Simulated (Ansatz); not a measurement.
## H2: a failed or faulty run and its cure

System: H2.
Method of the first run: RHF-CCSD(T), frozen core/def2-QZVPPD (Ansatz 0.2.0).

The input adds 10 ghost centres (basis functions without nuclei or electrons, not drawn) at the places of a partner molecule, so the energy is that in the basis of the pair. The geometry comes from this level: PBE0-D4/def2-TZVP. Text and figures count atoms from 1; the logs count them from 0 in places.

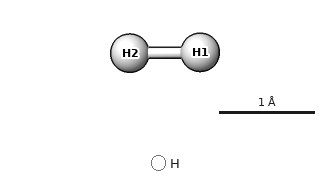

Figure 1. The input geometry (ball-and-stick view, seen on its broad side; atoms are numbered from 1 in the order of the input).

## Input file, the first run
```yaml
crystal:
  periodic: [false, false, false]
  atoms:
    - {symbol: H, position_ang: [-1.088511, -0.546784, -3.797567]}
    - {symbol: H, position_ang: [-0.897082, 0.173709, -3.840080]}
basis:
  gaussian:
    orbitals: "def2-QZVPPD.json"
    ghost_atoms:
      - {symbol: Si, position_ang: [1.135911, -0.056906, 2.007777]}
      - {symbol: N, position_ang: [-0.312851, 0.190510, 1.103834]}
      - {symbol: Si, position_ang: [-0.561994, 0.069106, -0.599848]}
      - {symbol: H, position_ang: [2.119296, -0.701943, 1.103132]}
      - {symbol: H, position_ang: [0.880120, -0.931408, 3.184602]}
      - {symbol: H, position_ang: [1.717747, 1.214176, 2.523231]}
      - {symbol: H, position_ang: [-1.107492, 0.515758, 1.637489]}
      - {symbol: H, position_ang: [0.638415, -0.583860, -1.177006]}
      - {symbol: H, position_ang: [-0.748512, 1.397689, -1.247921]}
      - {symbol: H, position_ang: [-1.774946, -0.739947, -0.897642]}
correlation: {method: ccsd_t}
```

Launched with:
```bash
ansatz run in.yaml --threads 4 --pin off --events-out ev --progress --plain --max-ram 9574MiB
```

Hardware: 4 threads of Intel Xeon, 31 GiB of memory available, shared host.

## Output (the first run)
```
Functional definition: HF
  exchange = exact_x
  correlation = 0
Error: with its integrals the run needs 14.21 GiB of memory, and 9.34 GiB are given
refused for memory
```

Question: What should be changed in this input?

Answer: The program refused the input: “with its integrals the run needs 14.21 GiB of memory, and 9.34 GiB are given refused for memory”

A run of the same system that converges differs from this input as follows (lines with − go, lines with + come):
```diff
-    orbitals: "def2-QZVPPD.json"
+    orbitals: "def2-TZVPPD.json"
```

## Output (the second run)
```
Functional definition: HF
  exchange = exact_x
  correlation = 0
1565 factors; integrals over basis functions are off by at most 1.3e-3 eV
mean field evaluation 1: about -30.7498 eV, gradient 3.7e0 eV
mean field evaluation 2: about -30.7495 eV, gradient 3.7e0 eV
mean field evaluation 4: about -30.8296 eV, gradient 6.7e-2 eV
mean field evaluation 8: about -30.8296 eV, gradient 2.2e-7 eV
mean field -30.82959597 eV, -1.1329667549 hartree, gradient 2.2e-7 eV, S^2 0.000000; 0 other end points of the search recorded, 0 dependent functions left out
reference -30.82959597 eV, -1.1329667549 hartree; 1, 1 occupied and 285, 285 virtual orbitals, 1565 factors
second order -0.86555695 eV of doubles, -0.00000000 eV of singles
cycle   1  -1.01003515 eV  change   -1.4e-1 eV  update   2.6e-2
cycle   2  -1.07513483 eV  change   -6.5e-2 eV  update   9.1e-3
cycle   3  -1.07616454 eV  change   -1.0e-3 eV  update   1.2e-3
cycle   4  -1.07617784 eV  change   -1.3e-5 eV  update   1.7e-4
cycle   5  -1.07613803 eV  change    4.0e-5 eV  update   4.2e-5
cycle   6  -1.07612845 eV  change    9.6e-6 eV  update   9.4e-6
cycle   7  -1.07612958 eV  change   -1.1e-6 eV  update   2.5e-6
cycle   8  -1.07613031 eV  change   -7.3e-7 eV  update   5.9e-7
perturbative correction -0.00000000 eV, -0.0000000000 hartree
Total energy: -31.90572628 eV, -1.1725138143 hartree
```

## The two runs side by side

```csv
quantity,the first run,the second run
outcome,refused,converged
total energy (hartree),–,−1.172514
```
